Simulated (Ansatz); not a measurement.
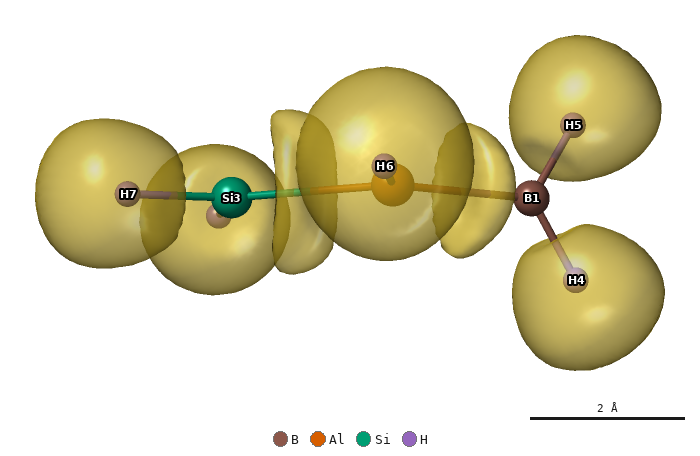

Figure 1: AlBH$_{5}$Si (SMILES [BH2][AlH][SiH2]) (doublet). Isosurface of the ELF at 0.9 (yellow), seen from one side. Only the valence region is drawn (cores and ρ < 0.01 e/Å³ removed).

Method: UKS PBE/def2-SVP in Ansatz.

Input file:

```
crystal:
  periodic: [false, false, false]
  atoms:
    - { symbol: B, position_ang: [-1.1746, 1.04426, -1.21046] }
    - { symbol: Al, position_ang: [-0.02859, 0.87044, 0.44211] }
    - { symbol: Si, position_ang: [1.08503, -1.21456, 0.98112] }
    - { symbol: H, position_ang: [-0.68051, 1.16516, -2.28109] }
    - { symbol: H, position_ang: [-2.28227, 0.62212, -1.22711] }
    - { symbol: H, position_ang: [0.41222, 1.81381, 1.646] }
    - { symbol: H, position_ang: [2.24359, -1.81561, 0.27094] }
    - { symbol: H, position_ang: [0.42513, -2.48562, 1.3785] }
magnetization:
  spin_polarized: true
  initial_magnetization: 1
basis:
  gaussian: { orbitals: def2-SVP }
hamiltonian:
  xc: pbe
relax:
  f_tol: 0.015
  max_steps: 40
output:
  orbitals: {}
```

Launched as:

```sh
ansatz run input.yaml --threads 2 --pin off --max-ram 3072MiB --backend cpu --events-out ev --progress --plain --runs-dir out
```

The fields are those of the run's last geometry, not of the input's.

### What do the ELF domains correspond to?

The surface consists of one region between bonded Al–B atoms (shared pairs), one region between bonded Al–Si atoms (shared pairs) and five regions around hydrogen nuclei. Profiles from the grid: Al–B (2.12 Å): the ELF peaks at about 1 between the atoms; a covalent bond. Al–Si (2.40 Å): the ELF peaks at about 0.95 between the atoms: a covalent bond.
